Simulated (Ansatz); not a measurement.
System (SMILES): B=[N] (BH-N), doublet.
Atoms: B1, N2, H3. Bonds: B1-N2, B1-H3.

Basis-set convergence of the harmonic zero-point energy at HF with Ansatz (a quantum-chemistry and plane-wave program). Each level at its own minimum, finite differences of forces, unscaled; the reference is a large set that could be run, not a limit. Cartesian d functions, on some or all atoms, in 6-31G*, 6-31+G*; all else is spherical. The program fits the integrals of some runs and decomposes those of others, by size. Core-valence sets carry the plain set on hydrogen. Open shells are unrestricted. No added dispersion term, no relativity. Reference: the value in def2-QZVPPD, 8.88 kcal/mol, itself unsure by roughly 0.01 kcal/mol (its mean distance from pcseg-3, def2-QZVPP, cc-pVQZ). Deviations are taken from unrounded values.

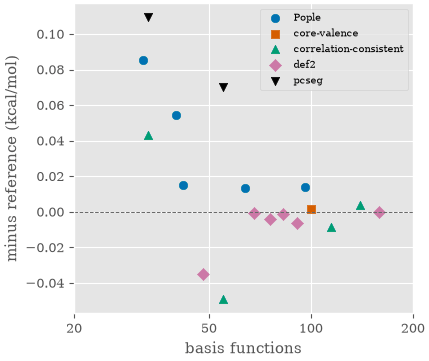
Fig. 1. Deviation from the reference against the number of basis functions, by family of sets.

| basis | functions | harmonic zero-point energy (kcal/mol) | minus reference (kcal/mol) |
|---|---|---|---|
| 6-31G* | 32 | 8.97 | 0.09 |
| cc-pVDZ | 33 | 8.93 | 0.04 |
| pcseg-1 | 33 | 8.99 | 0.11 |
| 6-31+G* | 40 | 8.94 | 0.05 |
| 6-311G** | 42 | 8.90 | 0.02 |
| def2-SVPD | 48 | 8.85 | -0.03 |
| aug-cc-pVDZ | 55 | 8.83 | -0.05 |
| aug-pcseg-1 | 55 | 8.95 | 0.07 |
| 6-311++G(2d,2p) | 64 | 8.90 | 0.01 |
| def2-TZVP | 68 | 8.88 | 0.00 |
| def2-TZVPP | 76 | 8.88 | 0.00 |
| def2-TZVPD | 83 | 8.88 | 0.00 |
| def2-TZVPPD | 91 | 8.88 | -0.01 |
| 6-311++G(3df,3pd) | 96 | 8.90 | 0.01 |
| cc-pCVTZ | 100 | 8.88 | 0.00 |
| aug-cc-pVTZ | 115 | 8.87 | -0.01 |
| cc-pVQZ | 140 | 8.89 | 0.00 |
| def2-QZVPPD | 159 | 8.88 | 0.00 |
